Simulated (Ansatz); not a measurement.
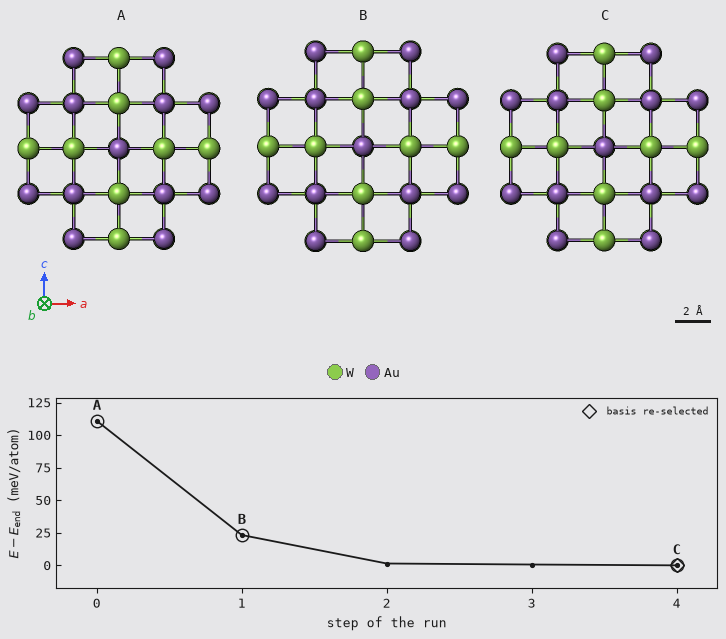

Frames of a relaxation of crystalline WAu (built on the rock salt_225 type) (coarse preliminary run), marked on the history of the run. Style: ball-and-stick. Shown: the conventional cell (4 times the calculation's cell), along the b axis. Lengths and directions refer to the drawn axes.

Case: rock salt type (Fm-3m, No. 225).

The calculation used DFT PBE, scalar-relativistic, plane waves, PAW in Ansatz.

Input file:
```yaml
crystal:
  lattice:
    - [0.0, 2.5953674581, 2.5953674581]
    - [2.5953674581, 0.0, 2.5953674581]
    - [2.5953674581, 2.5953674581, 0.0]
  atoms:
    - { symbol: W, position: [0.0, 0.0, 0.0] }
    - { symbol: Au, position: [0.5, 0.5, 0.5] }
basis:
  ecutwfc: 420
kpoints:
  mp_grid: { grid: [6, 6, 6] }
hamiltonian:
  xc: pbe
scf:
  occupations: { method: gaussian, width: 0.1 }
  lower_state_search: "off"
output:
  forces: true
  stress: true
  eigenvalues: true
relax:
  adjacent_minimum: "off"
  f_tol: 0.04
  max_steps: 70
  cell: { stress_tol: 0.4 }
```

Launched with:
```bash
ansatz run input.yaml --threads 1 --pin off --max-ram 2560MiB --backend cpu --events-out ev --progress --plain --runs-dir out
```

Describe the path.

The energy falls by 111 meV per atom in 3 accepted moves (4 points after the start). All forces vanish by symmetry, so only the cell relaxes. The pressure goes from 22.06 to 0.12 GPa. At 1 point the geometry stayed and the basis and grid were re-selected for the new cell (energy shift of 0.6 meV per atom at most each time). No atom moves by more than 0.005 Å relative to the cell. The volume changes by +10.1 %, with a = b = c 5.191 → 5.359 Å (+3.2 %). Near-neighbour distances that change, for instance: W1–Au2 2.595 → 2.680 Å. The space group stays Fm-3m (No. 225). From step 0 to 1: volume +15.3 %, energy −87.6 meV per atom. From step 1 to 4: volume −4.6 %, energy −23.3 meV per atom.
